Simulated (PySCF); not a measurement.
```xyz
2

Cs    0.0000    0.0000   -1.8940
Cd    0.0000    0.0000    2.2100
```

Core potentials replace the inner electrons of Cs and Cd.

Theory: PBE0/def2-SVP, non-relativistic Hamiltonian with scalar-relativistic core potentials where named, at a bond length of 4.104 Å in PySCF 2.14.0.

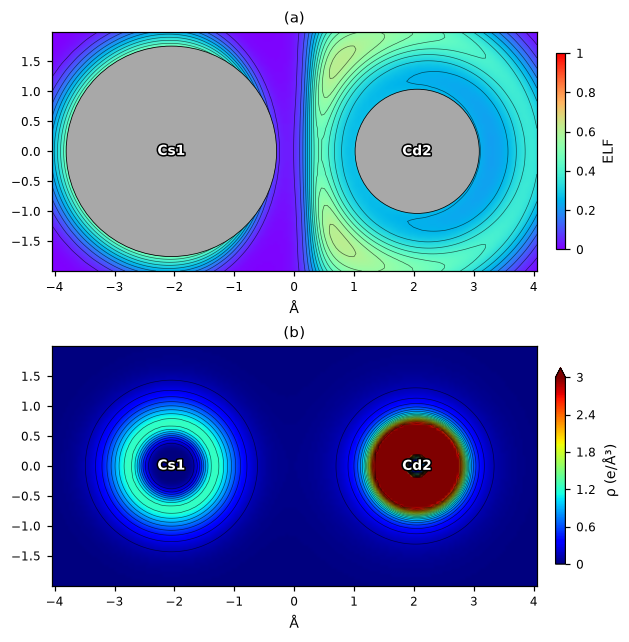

CsCd (charge +1). (a) ELF; (b) electron density on a plane that holds the molecular axis. Grey discs cover the atomic cores in the ELF map.

> Read the bonding off the picture.

- Atoms in the plane: Cs and Cd.
- Cs–Cd (4.10 Å): the density is about 0.03 e/Å³ at the midpoint; the ELF is about 0.05 at the midpoint.
